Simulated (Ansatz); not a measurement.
# Fields on a plane of BiRh (NiAs type)

```
CELL_PARAMETERS angstrom
      4.12992     0.00000     0.00000
     -2.06496     3.57662     0.00000
      0.00000     0.00000     5.69239
ATOMIC_POSITIONS crystal
  Bi 0.33333 0.66667 0.25000
  Bi 0.66667 0.33333 0.75000
  Rh 0.00000 0.00000 0.50000
  Rh 0.00000 0.00000 0.00000
```

The slice is a (1 -1 0 0) plane (indices of the conventional cell) through the point (0.000, 0.000, 0.000) (fractional), spanned by u = [110] and v = [001] in vectors of this cell: u (4.13 Å) and v (5.69 Å, at 90° to u). It covers one period; positions are fractions (u, v).

Atoms on it: Rh at (0.00, 0.50); Rh at (0.00, 0.00).

Computed with r2SCAN (plane waves to 500 eV, PAW, scalar-relativistic; Ansatz, an electronic-structure program). k mesh 13×13×8. Near the nuclei the fields are pseudised (PAW); where an atom keeps semicore shells as valence, they peak there. BiRh is run without spin polarisation. BiRh was relaxed with its symmetry unable to fall. Spin-orbit coupling is left out, though Bi is heavy.

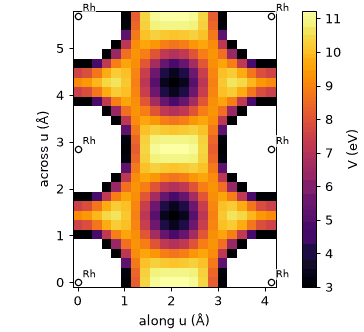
Fig. 1. Electrostatic potential energy of an electron, from the cell's mean, in eV, one period of the plane, atoms marked. Points within 1 Å of a nucleus are left white, as the pseudised field means little there. Values under 3 eV are set to 3. The zero, the cell's mean, hangs on the PAW cores.

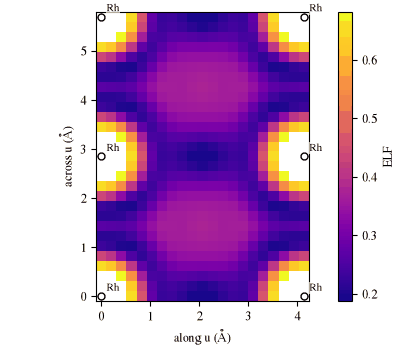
*Electron localisation function (ELF), one period of the plane, atoms marked. Points within 0.5 Å of a nucleus are left white, as the pseudised field means little there.*

Density on the Rh–Rh line (2.85 Å) at its midpoint: 0.28 e/Å³
ELF at that point: 0.26
